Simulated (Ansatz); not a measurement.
# CH5BOSi: rotation by 120° about the O3–Si4 bond, part 2 of 2

How high is the barrier for the rotation by 120° about the O3–Si4 bond? Relax the two ends, then run a nudged elastic band between them. SMILES of the start: B=CO[SiH3].

Ansatz 0.2.0; RKS r2SCAN/6-31G. Earlier steps stand in the parts before.

**5. What the band shows**

The 9 inner images lie between the fixed ends 0 and 10. Energy is taken from image 0, and the path length is the program's own coordinate along the band.

| image | path (Å) | energy (eV) | dihedral C2–O3–Si4–H9 (°) | band force (eV/Å) |
| --- | --- | --- | --- | --- |
| 0 | 0.000 | 0.0000 | -61 | - |
| 1 | 0.438 | 0.0006 | -53 | 0.030 |
| 2 | 0.877 | 0.0040 | -44 | 0.024 |
| 3 | 1.315 | 0.0155 | -33 | 0.025 |
| 4 | 1.753 | 0.0349 | -18 | 0.024 |
| 5* | 2.191 | 0.0454 | 0 | 0.004 |
| 6 | 2.610 | 0.0358 | 17 | 0.017 |
| 7 | 3.030 | 0.0172 | 31 | 0.027 |
| 8 | 3.450 | 0.0050 | 43 | 0.009 |
| 9 | 3.869 | 0.0008 | 51 | 0.005 |
| 10 | 4.289 | 0.0000 | 59 | - |

The star marks the climbing image.

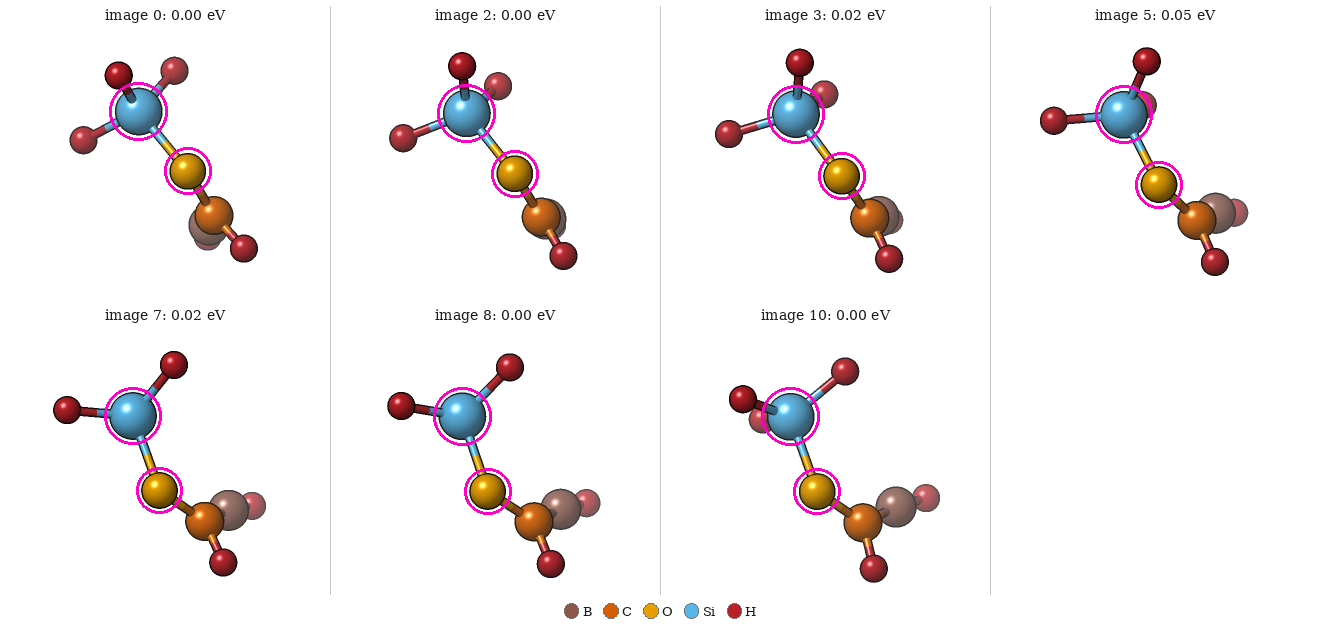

The images of the last band, seen from a free direction. Ringed: O3, Si4. Sticks join atoms closer than a bonding distance in each image.

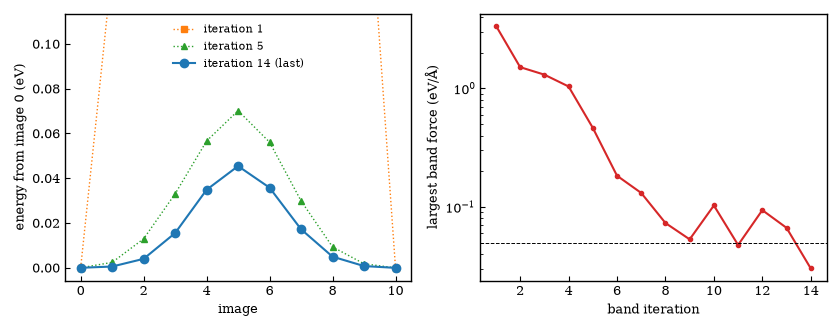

Left: energy of each image for early iterations and the last one (lines only join the points; early values far above the last band run off the scale). Right: the largest band force by iteration, with the threshold dashed.

The top of the band by iteration:

```csv
iteration,highest image above image 0 (eV),largest band force (eV/Å)
1,0.7381,3.392
3,0.1953,1.308
5,0.0702,0.466
7,0.0481,0.131
9,0.0462,0.053
11,0.0456,0.048
13,0.0455,0.067
14,0.0454,0.030
```

The band as a trajectory file:

```xyz
9
image=0 dE=0.0000
B    -0.099    1.681   -0.803
C     0.921    0.980   -0.135
O     0.986   -0.294    0.454
Si   -0.418   -1.341    0.470
H    -0.886    2.343   -1.372
H     1.879    1.498   -0.033
H     0.033   -2.602    1.128
H    -0.880   -1.583   -0.945
H    -1.537   -0.682    1.235
9
image=1 dE=0.0006
B    -0.127    1.718   -0.714
C     0.926    0.966   -0.163
O     0.999   -0.310    0.421
Si   -0.408   -1.353    0.444
H    -0.935    2.422   -1.196
H     1.908    1.449   -0.152
H    -0.021   -2.528    1.278
H    -0.773   -1.765   -0.958
H    -1.571   -0.598    1.041
9
image=2 dE=0.0040
B    -0.151    1.738   -0.623
C     0.932    0.951   -0.193
O     1.020   -0.328    0.385
Si   -0.397   -1.358    0.420
H    -0.979    2.473   -1.018
H     1.925    1.402   -0.283
H    -0.101   -2.429    1.416
H    -0.671   -1.937   -0.941
H    -1.578   -0.513    0.838
9
image=3 dE=0.0155
B    -0.164    1.760   -0.542
C     0.934    0.938   -0.229
O     1.041   -0.358    0.307
Si   -0.390   -1.365    0.397
H    -1.000    2.530   -0.839
H     1.926    1.372   -0.391
H    -0.178   -2.299    1.544
H    -0.601   -2.128   -0.881
H    -1.569   -0.449    0.635
9
image=4 dE=0.0349
B    -0.165    1.789   -0.468
C     0.933    0.931   -0.270
O     1.049   -0.399    0.168
Si   -0.388   -1.379    0.377
H    -0.992    2.599   -0.670
H     1.921    1.361   -0.461
H    -0.232   -2.141    1.654
H    -0.560   -2.326   -0.776
H    -1.566   -0.435    0.445
9
image=5 dE=0.0454
B    -0.154    1.818   -0.397
C     0.931    0.926   -0.309
O     1.034   -0.443   -0.012
Si   -0.393   -1.390    0.357
H    -0.968    2.659   -0.501
H     1.921    1.350   -0.506
H    -0.264   -1.958    1.738
H    -0.521   -2.497   -0.646
H    -1.586   -0.466    0.276
9
image=6 dE=0.0358
B    -0.150    1.819   -0.347
C     0.930    0.916   -0.333
O     1.018   -0.475   -0.152
Si   -0.394   -1.388    0.339
H    -0.962    2.667   -0.382
H     1.921    1.344   -0.514
H    -0.319   -1.736    1.798
H    -0.440   -2.630   -0.493
H    -1.604   -0.517    0.084
9
image=7 dE=0.0172
B    -0.142    1.820   -0.297
C     0.927    0.906   -0.356
O     0.998   -0.495   -0.255
Si   -0.399   -1.384    0.321
H    -0.947    2.675   -0.264
H     1.919    1.331   -0.537
H    -0.387   -1.504    1.819
H    -0.340   -2.731   -0.321
H    -1.629   -0.617   -0.109
9
image=8 dE=0.0050
B    -0.125    1.831   -0.244
C     0.923    0.902   -0.375
O     0.978   -0.501   -0.305
Si   -0.407   -1.385    0.304
H    -0.920    2.691   -0.147
H     1.911    1.317   -0.600
H    -0.486   -1.291    1.803
H    -0.222   -2.797   -0.142
H    -1.651   -0.766   -0.292
9
image=9 dE=0.0008
B    -0.102    1.850   -0.185
C     0.918    0.905   -0.395
O     0.964   -0.497   -0.316
Si   -0.417   -1.390    0.288
H    -0.883    2.715   -0.029
H     1.892    1.305   -0.694
H    -0.617   -1.116    1.755
H    -0.106   -2.828    0.037
H    -1.650   -0.944   -0.460
9
image=10 dE=0.0000
B    -0.078    1.863   -0.116
C     0.911    0.908   -0.412
O     0.957   -0.493   -0.322
Si   -0.424   -1.395    0.267
H    -0.838    2.733    0.101
H     1.859    1.298   -0.795
H    -0.754   -0.960    1.672
H    -0.013   -2.829    0.215
H    -1.619   -1.125   -0.612
```

**6. Frequencies at the highest image**

The geometry is the highest inner image of the first converged band.

input.yaml reads:

```yaml
crystal:
  periodic: [false, false, false]
  atoms:
    - { symbol: B, position_ang: [-0.153931, 1.818062, -0.396862] }
    - { symbol: C, position_ang: [0.931277, 0.926093, -0.308737] }
    - { symbol: O, position_ang: [1.033517, -0.443111, -0.011773] }
    - { symbol: Si, position_ang: [-0.392742, -1.390058, 0.356718] }
    - { symbol: H, position_ang: [-0.968133, 2.658989, -0.50139] }
    - { symbol: H, position_ang: [1.920863, 1.34994, -0.50603] }
    - { symbol: H, position_ang: [-0.263514, -1.957761, 1.73795] }
    - { symbol: H, position_ang: [-0.521455, -2.496536, -0.646168] }
    - { symbol: H, position_ang: [-1.585882, -0.465619, 0.276311] }
basis:
  gaussian: { orbitals: "6-31G" }
hamiltonian:
  xc: r2scan
phonons: {}
```

Started as:

```
ansatz run input.yaml --threads 1 --pin off --max-ram 2048MiB --backend cpu --events-out ev --progress --plain --runs-dir out
```

Standard output (excerpt; [...] marks lines left out):

```text
Warning: RAYON_NUM_THREADS=1 ignored (pool sized by the plan → 1); use --threads N
[...]
Functional definition: r2SCAN
[...]
681 factors; integrals over basis functions are off by at most 2.1e-4 eV
[...]
mean field -11711.37724011 eV, -430.3851753176 hartree, gradient 4.5e-5 eV, S^2 0.000000; 0 other end points of the search recorded, 0 dependent functions left out
[...]
reference -11711.37724920 eV, -430.3851756515 hartree; 19, 19 occupied and 31, 31 virtual orbitals, 681 factors
[...]
681 factors; integrals over basis functions are off by at most 2.1e-4 eV
[...]
mean field -11711.37710318 eV, -430.3851702855 hartree, gradient 2.0e-6 eV, S^2 0.000000; 0 other end points of the search recorded, 0 dependent functions left out
[...]
reference -11711.37711227 eV, -430.3851706194 hartree; 19, 19 occupied and 31, 31 virtual orbitals, 681 factors
[...]
681 factors; integrals over basis functions are off by at most 2.1e-4 eV
[...]
WARN: phonons: modes at or below zero, which the zero-point energy, F, S and C_V leave out: 1, the lowest at -137.62 cm⁻¹. A minimum has none, and a first-order saddle one
[...]
Total energy: -11711.37724920 eV, -430.3851756515 hartree
Atom 0 at    -0.153931     1.818062    -0.396862 Å, force    -0.000381    -0.000129     0.000469 eV/Å
Atom 1 at     0.931277     0.926093    -0.308737 Å, force     0.003423     0.004743    -0.000539 eV/Å
Atom 2 at     1.033517    -0.443111    -0.011773 Å, force    -0.001133    -0.000420     0.001680 eV/Å
Atom 3 at    -0.392742    -1.390058     0.356718 Å, force    -0.000317     0.001809    -0.002404 eV/Å
Atom 4 at    -0.968133     2.658989    -0.501390 Å, force    -0.000672    -0.001031     0.000268 eV/Å
Atom 5 at     1.920863     1.349940    -0.506030 Å, force    -0.001057    -0.003151    -0.000685 eV/Å
Atom 6 at    -0.263514    -1.957761     1.737950 Å, force    -0.000572    -0.000190    -0.000815 eV/Å
Atom 7 at    -0.521455    -2.496536    -0.646168 Å, force     0.000535    -0.000906     0.000979 eV/Å
Atom 8 at    -1.585882    -0.465619     0.276311 Å, force     0.000173    -0.000726     0.001047 eV/Å
Dipole moment:    -0.315502    -0.007898     0.036746 e Å
Vibrations: -137.62 123.31 164.89 368.22 500.11 650.20 650.94 674.25 718.49 819.26 900.76 915.26 937.35 1029.70 1262.02 1536.76 2128.13 2195.94 2204.86 2860.10 3119.08 cm⁻¹, zero-point energy 1.472908 eV
```

It took 2.2 min on 1 thread of Arm Neoverse V1, shared host; peak memory 0.11 GiB.

Of 21 modes, 1 is imaginary by more than 30 cm⁻¹ (138i cm⁻¹).

**7. The band again, with other settings**

crystal.atoms is end A as relaxed above, and neb.final_atoms is end B, turned to lie on A. With 9 inner images the band has 11 in all. The start path is listed, through a guess of the saddle.

input.yaml reads:

```yaml
crystal:
  periodic: [false, false, false]
  atoms:
    - { symbol: B, position_ang: [-0.098773, 1.681081, -0.803195] }
    - { symbol: C, position_ang: [0.921105, 0.980128, -0.134809] }
    - { symbol: O, position_ang: [0.986264, -0.293939, 0.454183] }
    - { symbol: Si, position_ang: [-0.417906, -1.34106, 0.47009] }
    - { symbol: H, position_ang: [-0.88589, 2.343273, -1.371814] }
    - { symbol: H, position_ang: [1.879468, 1.49804, -0.033101] }
    - { symbol: H, position_ang: [0.033044, -2.601593, 1.128051] }
    - { symbol: H, position_ang: [-0.880314, -1.583441, -0.944809] }
    - { symbol: H, position_ang: [-1.536998, -0.68249, 1.235423] }
basis:
  gaussian: { orbitals: "6-31G" }
hamiltonian:
  xc: r2scan
neb:
  order_check: false
  images: 9
  f_tol: 0.05
  max_iterations: 58
  spring: 0.1
  final_atoms:
    - { symbol: B, position_ang: [-0.07842717, 1.86309407, -0.11589442] }
    - { symbol: C, position_ang: [0.91092983, 0.90817971, -0.4115673] }
    - { symbol: O, position_ang: [0.95670908, -0.49323209, -0.32153763] }
    - { symbol: Si, position_ang: [-0.42414381, -1.39535197, 0.26726754] }
    - { symbol: H, position_ang: [-0.83849242, 2.73283121, 0.10098783] }
    - { symbol: H, position_ang: [1.85891446, 1.29783259, -0.79498291] }
    - { symbol: H, position_ang: [-0.7537464, -0.95978398, 1.67248229] }
    - { symbol: H, position_ang: [-0.01310291, -2.82853855, 0.21545046] }
    - { symbol: H, position_ang: [-1.61864066, -1.125032, -0.61218685] }
  initial_path:
    images:
      - { positions_ang: [[-0.098773, 1.681081, -0.803195], [0.921105, 0.980128, -0.134809], [0.986264, -0.293939, 0.454183], [-0.417906, -1.34106, 0.47009], [-0.88589, 2.343273, -1.371814], [1.879468, 1.49804, -0.033101], [0.033044, -2.601593, 1.128051], [-0.880314, -1.583441, -0.944809], [-1.536998, -0.68249, 1.235423]] }
      - { positions_ang: [[-0.10303441, 1.72193639, -0.72983096], [0.90900612, 0.96753349, -0.16034319], [0.9548057, -0.31964175, 0.36806811], [-0.41812324, -1.35288322, 0.44285927], [-0.8738103, 2.42864212, -1.21927979], [1.88278783, 1.44877377, -0.10200622], [0.0251584, -2.45351574, 1.23251669], [-0.8092256, -1.76140011, -0.88807492], [-1.56756449, -0.67944596, 1.05611001]] }
      - { positions_ang: [[-0.10729583, 1.76279177, -0.65646691], [0.89690724, 0.95493897, -0.18587738], [0.92334739, -0.3453445, 0.28195322], [-0.41834048, -1.36470643, 0.41562855], [-0.8617306, 2.51401124, -1.06674558], [1.88610766, 1.39950755, -0.17091145], [0.0172728, -2.30543847, 1.33698238], [-0.7381372, -1.93935921, -0.83134085], [-1.59813098, -0.67640192, 0.87679702]] }
      - { positions_ang: [[-0.11155724, 1.80364716, -0.58310287], [0.88480835, 0.94234446, -0.21141157], [0.89188909, -0.37104724, 0.19583833], [-0.41855771, -1.37652965, 0.38839782], [-0.8496509, 2.59938036, -0.91421137], [1.88942748, 1.35024132, -0.23981667], [0.0093872, -2.15736121, 1.44144807], [-0.66704881, -2.11731832, -0.77460677], [-1.62869747, -0.67335787, 0.69748403]] }
      - { positions_ang: [[-0.11581865, 1.84450254, -0.50973882], [0.87270947, 0.92974994, -0.23694576], [0.86043079, -0.39674999, 0.10972344], [-0.41877495, -1.38835286, 0.3611671], [-0.8375712, 2.68474948, -0.76167717], [1.89274731, 1.30097509, -0.3087219], [0.0015016, -2.00928394, 1.54591376], [-0.59596041, -2.29527743, -0.7178727], [-1.65926396, -0.67031383, 0.51817105]] }
      - { positions_ang: [[-0.12008007, 1.88535793, -0.43637478], [0.86061059, 0.91715543, -0.26247995], [0.82897248, -0.42245274, 0.02360855], [-0.41899219, -1.40017608, 0.33393637], [-0.8254915, 2.77011859, -0.60914296], [1.89606714, 1.25170886, -0.37762712], [-0.006384, -1.86120668, 1.65037946], [-0.52487201, -2.47323653, -0.66113862], [-1.68983045, -0.66726979, 0.33885806]] }
      - { positions_ang: [[-0.11174949, 1.88090516, -0.37227871], [0.87067444, 0.91536029, -0.29229742], [0.8545198, -0.43660861, -0.04542068], [-0.42002251, -1.39921125, 0.3206026], [-0.82809169, 2.76266112, -0.4671168], [1.8886366, 1.26093361, -0.46109828], [-0.15585648, -1.68092214, 1.65480002], [-0.42251819, -2.54429693, -0.48582081], [-1.67559249, -0.75882223, 0.14864908]] }
      - { positions_ang: [[-0.10341891, 1.87645239, -0.30818264], [0.88073829, 0.91356514, -0.32211489], [0.88006712, -0.45076448, -0.11444992], [-0.42105284, -1.39824643, 0.30726884], [-0.83069187, 2.75520364, -0.32509064], [1.88120607, 1.27015835, -0.54456944], [-0.30532896, -1.5006376, 1.65922059], [-0.32016437, -2.61535734, -0.31050299], [-1.66135453, -0.85037468, -0.0415599]] }
      - { positions_ang: [[-0.09508833, 1.87199961, -0.24408657], [0.89080214, 0.91177, -0.35193236], [0.90561444, -0.46492035, -0.18347916], [-0.42208316, -1.39728161, 0.29393507], [-0.83329205, 2.74774617, -0.18306449], [1.87377553, 1.2793831, -0.6280406], [-0.45480144, -1.32035306, 1.66364116], [-0.21781055, -2.68641774, -0.13518517], [-1.64711658, -0.94192712, -0.23176888]] }
      - { positions_ang: [[-0.08675775, 1.86754684, -0.1799905], [0.90086599, 0.90997486, -0.38174983], [0.93116176, -0.47907622, -0.2525084], [-0.42311349, -1.39631679, 0.2806013], [-0.83589224, 2.74028869, -0.04103833], [1.866345, 1.28860784, -0.71151175], [-0.60427392, -1.14006852, 1.66806172], [-0.11545673, -2.75747814, 0.04013264], [-1.63287862, -1.03347956, -0.42197787]] }
      - { positions_ang: [[-0.07842717, 1.86309407, -0.11589442], [0.91092983, 0.90817971, -0.4115673], [0.95670908, -0.49323209, -0.32153763], [-0.42414381, -1.39535197, 0.26726754], [-0.83849242, 2.73283121, 0.10098783], [1.85891446, 1.29783259, -0.79498291], [-0.7537464, -0.95978398, 1.67248229], [-0.01310291, -2.82853855, 0.21545046], [-1.61864066, -1.125032, -0.61218685]] }
```

Started as:

```
ansatz run input.yaml --threads 1 --pin off --max-ram 2048MiB --backend cpu --events-out ev --progress --plain --runs-dir out
```

Standard output (excerpt; [...] marks lines left out):

```text
Warning: RAYON_NUM_THREADS=1 ignored (pool sized by the plan → 1); use --threads N
[...]
[... 1 set-up line as earlier in the session ...]
[...]
681 factors; integrals over basis functions are off by at most 1.9e-4 eV
[...]
mean field -11711.42264832 eV, -430.3868440384 hartree, gradient 2.0e-5 eV, S^2 0.000000; 0 other end points of the search recorded, 0 dependent functions left out
[...]
reference -11711.42265758 eV, -430.3868443787 hartree; 19, 19 occupied and 31, 31 virtual orbitals, 681 factors
681 factors; integrals over basis functions are off by at most 2.1e-4 eV
[...]
mean field -11711.42268487 eV, -430.3868453814 hartree, gradient 2.3e-5 eV, S^2 0.000000; 0 other end points of the search recorded, 0 dependent functions left out
[...]
reference -11711.42269415 eV, -430.3868457227 hartree; 19, 19 occupied and 31, 31 virtual orbitals, 681 factors
[...]
Total energy: -11711.37713044 eV, -430.3851712870 hartree
Atom 0 at    -0.156122     1.815259    -0.396210 Å, force     0.001445     0.006575    -0.000063 eV/Å
Atom 1 at     0.929534     0.924169    -0.306790 Å, force     0.013141     0.021209    -0.007064 eV/Å
Atom 2 at     1.036006    -0.444156    -0.008972 Å, force     0.000129     0.003858    -0.000346 eV/Å
Atom 3 at    -0.391652    -1.390209     0.355986 Å, force    -0.007037    -0.006572     0.001882 eV/Å
Atom 4 at    -0.966498     2.659737    -0.502384 Å, force    -0.004112    -0.005778     0.000998 eV/Å
Atom 5 at     1.917253     1.352851    -0.505421 Å, force    -0.004896    -0.015136     0.003387 eV/Å
Atom 6 at    -0.265570    -1.958810     1.737116 Å, force    -0.001034    -0.000876    -0.000841 eV/Å
Atom 7 at    -0.520207    -2.496163    -0.647736 Å, force    -0.000706     0.001932     0.001950 eV/Å
Atom 8 at    -1.582743    -0.462679     0.274430 Å, force     0.003071    -0.005212     0.000098 eV/Å
Dipole moment:    -0.316528    -0.009517     0.035909 e Å
this run last wrote the band of iteration 11 to <dir>
```

Run time: 6.3 min. Hardware: 1 thread of Arm Neoverse V1, shared host; peak memory 0.12 GiB.

**8. The band, image by image**

Images 0 and 10 are the ends. Energies count from image 0; the path length is the program's own measure over all atoms.

| image | path (Å) | energy (eV) | dihedral C2–O3–Si4–H9 (°) | band force (eV/Å) |
| --- | --- | --- | --- | --- |
| 0 | 0.000 | 0.0000 | -61 | - |
| 1 | 0.434 | 0.0005 | -53 | 0.013 |
| 2 | 0.867 | 0.0039 | -44 | 0.025 |
| 3 | 1.303 | 0.0149 | -33 | 0.025 |
| 4 | 1.746 | 0.0342 | -19 | 0.023 |
| 5* | 2.197 | 0.0455 | 0 | 0.021 |
| 6 | 2.608 | 0.0364 | 16 | 0.030 |
| 7 | 3.025 | 0.0179 | 31 | 0.025 |
| 8 | 3.448 | 0.0053 | 43 | 0.019 |
| 9 | 3.875 | 0.0008 | 51 | 0.007 |
| 10 | 4.305 | 0.0000 | 59 | - |

The star marks the climbing image.

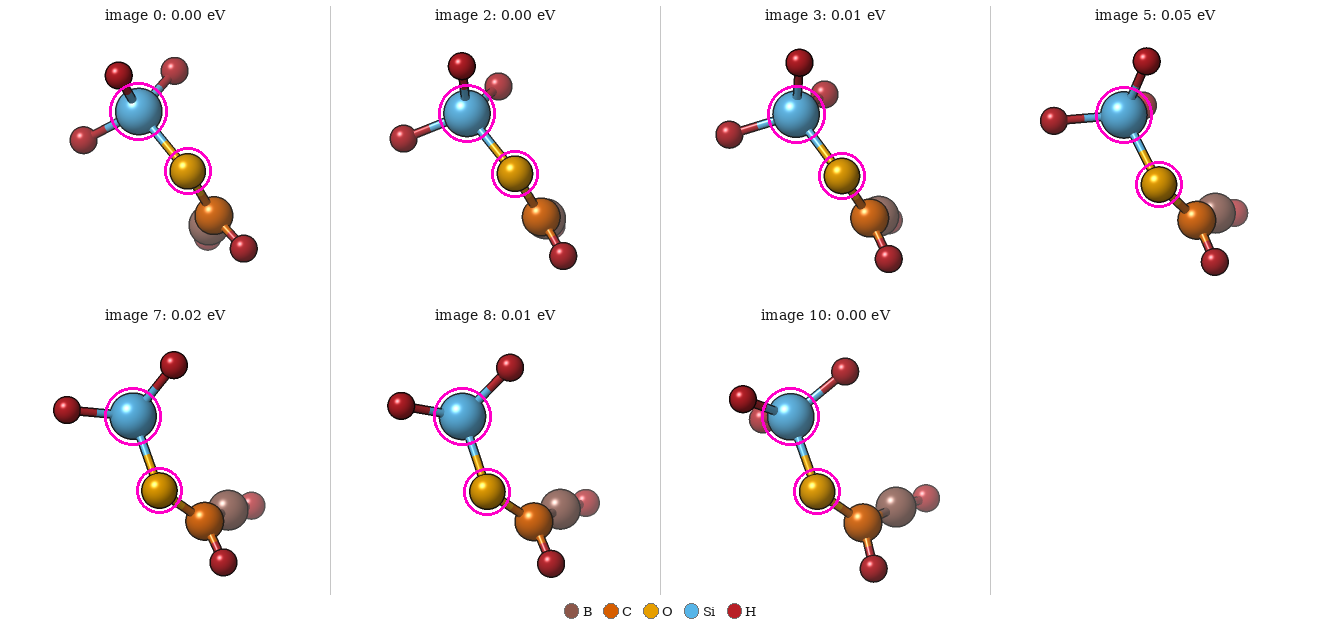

The images of the last band, seen from a free direction. Ringed: O3, Si4. Sticks join atoms closer than a bonding distance in each image.

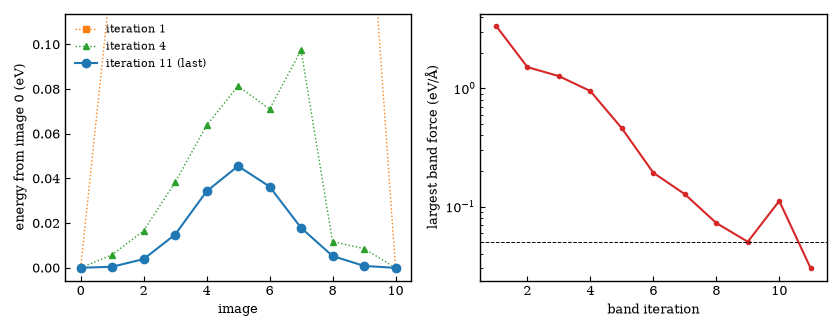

Left: energy of each image for early iterations and the last one (lines only join the points; early values far above the last band run off the scale). Right: the largest band force by iteration, with the threshold dashed.

**9. Results**

What follows sums up all 2 parts.

| quantity | value |
| --- | --- |
| end A | 7 moves, 0.382 eV lower |
| end B | 9 moves, 0.460 eV lower |
| first band: barrier forwards | 0.045 eV |
| first band: barrier backwards | 0.045 eV |
| first band: second end relative to first | 0.000 eV |
| first band: highest image | 5 of 0 to 10, climbing |
| first band: band iterations | 14 |
| imaginary modes at the top | 138i cm⁻¹ |
| second band | top 0.046 eV above image 0, 11 iterations, 9 inner images |
| time, first and second band | 7.3 min and 6.3 min |

What this shows: In the first band: the barrier from the first end is 0.045 eV, 1.8 times kT at 300 K. The two ends lie within 1 meV of each other. The listed dihedral goes from -61° at end A through 0° at the highest image to 59° at end B. One imaginary mode, as a first-order saddle point has. The second band's top agrees with the first's to 1 meV, so the changed settings hardly move the height. These are electronic energies, with no zero-point or thermal terms. The basis is very small, so the numbers are rough.
